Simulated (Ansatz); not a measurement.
**H10N2Si3···HCl···F (doublet): density, localisation and related maps**

Input

```
crystal:
  periodic: [false, false, false]
  atoms:
    - {symbol: Si, position_ang: [-0.005849, -0.421404, 1.349822]}
    - {symbol: N, position_ang: [1.508175, 0.096284, 0.467865]}
    - {symbol: Si, position_ang: [1.476737, -0.207336, -1.301336]}
    - {symbol: N, position_ang: [-1.319279, -0.160081, 0.291706]}
    - {symbol: Si, position_ang: [-2.403707, -1.321007, -0.409481]}
    - {symbol: H, position_ang: [0.150075, -1.903609, 1.487228]}
    - {symbol: H, position_ang: [0.669753, 2.740639, 1.143275]}
    - {symbol: Cl, position_ang: [-0.686496, 2.750491, 1.592551]}
    - {symbol: H, position_ang: [1.713905, 1.309006, 0.607127]}
    - {symbol: F, position_ang: [1.855503, 2.475190, 0.719076]}
    - {symbol: H, position_ang: [2.317678, -0.348062, 0.898027]}
    - {symbol: H, position_ang: [0.637925, 0.833825, -1.924674]}
    - {symbol: H, position_ang: [0.940342, -1.565450, -1.555640]}
    - {symbol: H, position_ang: [2.882245, -0.118635, -1.764086]}
    - {symbol: H, position_ang: [-1.582941, 0.818518, 0.224864]}
    - {symbol: H, position_ang: [-2.394050, -2.547763, 0.426029]}
    - {symbol: H, position_ang: [-1.993278, -1.695294, -1.791093]}
    - {symbol: H, position_ang: [-3.766639, -0.735414, -0.461358]}
basis:
  gaussian: {orbitals: def2-TZVPP}
magnetization: {spin_polarized: true, initial_magnetization: 1}
hamiltonian: {xc: pbe0, dispersion: d4}
output: {orbitals: {seedname: orbitals}}
```

Launched as:

```sh
ansatz run in.yaml --threads 4 --pin off --events-out ev --progress --plain --max-ram 66560MiB --backend cuda --devices 0, --max-vram 37GiB
```

A transition-state structure; geometry: PBE0-D4/def2-TZVP.

Theory: Ansatz, UKS PBE0-D4/def2-TZVPP.

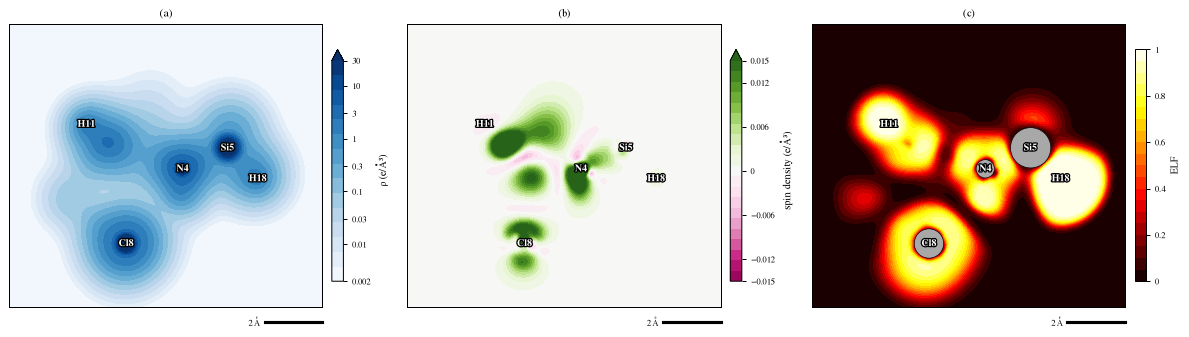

Figure 1. (a) electron density; (b) spin density (α minus β); (c) ELF on the plane of atoms N4, Si5 and H18. Grey discs cover the atomic cores in the ELF map.

Interpret the plot.

Answer. The plane passes through N, Si, Cl and H nuclei. Si–N (1.74 Å): ρ at the midpoint is about 1.1 e/Å³; the ELF peaks at about 0.90 between the atoms: a polar covalent bond. Si–H (1.48 Å): ρ at the midpoint is about 0.83 e/Å³; the ELF climbs to about 1 towards the hydrogen, as it does in any bond to H. The ELF also peaks beside Cl8, away from the bonds: non-bonding electrons, paired or unpaired. The unpaired spin (1 electron) lies mostly on Si1 (about 0.7) and H6 (about 0.1), in electrons by Hirshfeld's partition.

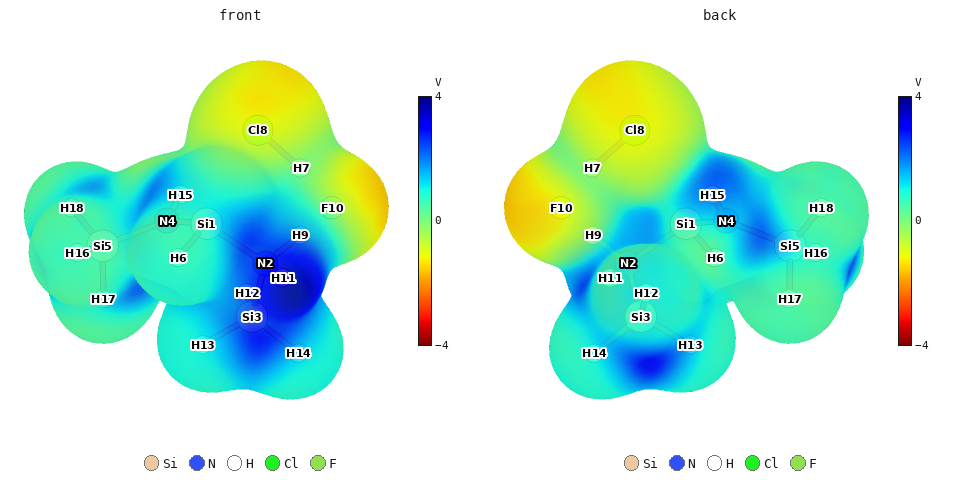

Figure 2. The electrostatic potential painted on the density surface at 0.004 e/bohr³, seen from the front and from behind; red is negative and blue positive.

Which sites attract a positive test charge, and which a negative one?

Answer. A positive charge is drawn to the negative regions and a negative charge to the positive ones. The most negative region (about −1.6 V) lies over F10, the most positive (about +3.6 V) over H11.

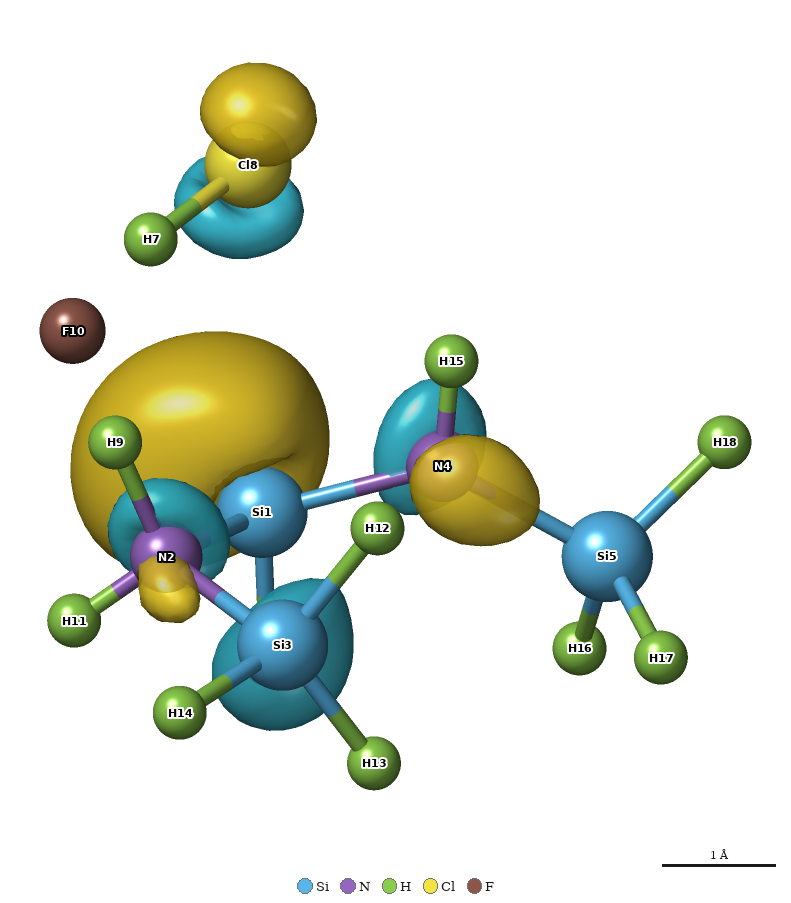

Figure 3. The HOMO (α) at ±0.15 Å⁻³ᐟ² (yellow and cyan are the two phases), seen at an oblique angle.

What is the character of this orbital?

Answer. By Hirshfeld shares it lies mainly on Si1 (about 60 %), N4 (about 10 %), Cl8 (about 10 %) and H6 (about 10 %). Its energy is −6.32 eV.
